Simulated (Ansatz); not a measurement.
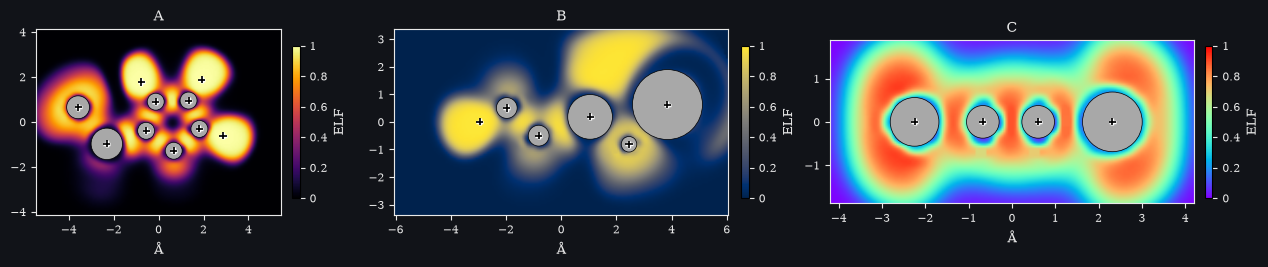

The electron localisation function of 3 systems, each on a plane through atoms (crosses mark nuclei in the plane; grey discs cover the cores).

Level of theory: isolated molecule in a Gaussian basis; Kohn-Sham density functional theory, functional PBE0 in Ansatz.

System 1: C$_{2}$H$_{5}$AlCaO, the plane of atoms C2, Al3 and Ca4. Geometry: r2SCAN-D4/def2-SVP.

```xyz
10

C     2.2973    0.2172   -1.3442
C     1.0903   -0.4727   -0.7061
Al    0.9775   -0.5763    1.2720
Ca    0.3454   -0.9867    4.0091
O    -0.3114   -1.3174    2.1470
H     3.2446   -0.2711   -1.0602
H     2.2503    0.2133   -2.4474
H     2.3798    1.2709   -1.0288
H     1.0048   -1.5207   -1.0583
H     0.1456    0.0112   -1.0271
```

System 2: C$_{2}$SSe (SMILES S=C=C=[Se]) (triplet), a plane that holds the molecular axis. Geometry: PBE0-D3(BJ)/def2-SVP.

```tsv
atom	x (Å)	y (Å)	z (Å)
C	0.0000	0.0000	-0.6734
C	0.0000	0.0000	0.6049
S	0.0000	0.0000	-2.2493
Se	0.0000	0.0000	2.3178
```

System 3: C$_{5}$H$_{6}$Cl$_{2}$Si (SMILES Cl[SiH](Cl)C1=CC=CC1), the plane of atoms C2, C1 and Si8. Geometry: B3LYP/def2-SVP.

```
atom    x (Å)    y (Å)    z (Å)
   C   0.0874  -1.2143  -0.0980
   C  -0.7048  -0.2672   0.4804
   C  -0.3600  -0.1117   1.8938
   C   0.6448  -0.9667   2.1969
   C   1.0217  -1.7464   0.9706
  Cl  -0.2154  -3.8412  -1.9220
  Cl  -1.5557  -0.8535  -2.8309
  Si   0.0312  -1.7729  -1.8545
   H   1.2599  -1.4822  -2.6309
   H  -1.4905   0.2947  -0.0288
   H  -0.8476   0.5845   2.5784
   H   1.1238  -1.0911   3.1694
   H   0.8934  -2.8360   1.1162
   H   2.0879  -1.6067   0.7064
```

> Match each panel to its system.

Panel A is system 3, C$_{5}$H$_{6}$Cl$_{2}$Si: the plane holds C, Cl, Si and H. C–C (1.35 Å): the ELF peaks at about 0.95 between the atoms (a covalent bond). Panel B is system 1, C$_{2}$H$_{5}$AlCaO: the plane holds C, Al, Ca, O and H. C–C (1.53 Å): the ELF peaks at about 0.95 between the atoms; localised, covalent bonding. Panel C is system 2, C$_{2}$SSe: the plane holds C, S and Se. C–C (1.28 Å): the ELF peaks at about 0.90 between the atoms; a short, multiple covalent bond.
